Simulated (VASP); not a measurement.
Band structure of AlPd (space group P2_13). All values below come from PBEsol GGA, VASP's PBE PAW potentials (set 64) (plane waves; VASP).

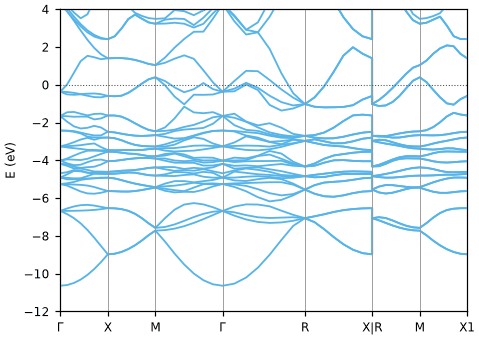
Figure. Bands along high-symmetry lines, zero at the valence-band maximum or, without a gap, the Fermi level

### Question
Read the plot: is there a gap, and where are the band edges?

### Answer
It has no gap at this level: it comes out as a metal or semimetal.

The structure comes from a computed database's AlPd entry (P2_13); how it stands against other phases isn't given here. The cell was not relaxed at this level.
